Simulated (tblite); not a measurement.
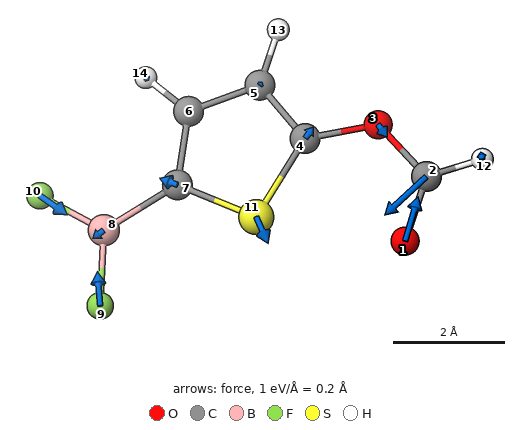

Starting geometry of C₅H₃BF₂O₂S with the computed forces as blue arrows. Style: ball-and-stick. Shown at a tilt.

All numbers below come from GFN2-xTB geometry optimisation, gas phase (tblite 0.8.0). 

Q: What follows when this structure is relaxed?

A: It isn't relaxed: the largest force vector, on C2, is 5.24 eV/Å. The final displacements follow the starting forces only in part (cosine between the two patterns 0.46). The largest move after the best rigid fit is that of O1, 0.23 Å. By element the largest moves are O 0.23 Å, F 0.21 Å, C 0.20 Å, H 0.20 Å, S 0.11 Å, B 0.10 Å. Near-neighbour distances that change, for instance: O1–S11 2.918 → 2.583 Å, B8–F10 1.441 → 1.323 Å, C2–O3 1.410 → 1.329 Å, O1–C2 1.261 → 1.195 Å. Among the angles between lasting bonds that change: O3–C2–H12 119.0° → 108.8°, C2–O3–C4 125.7° → 119.3°, F9–B8–F10 120.1° → 114.3°. Over 40 geometry steps the energy falls by 110.9 kJ/mol.
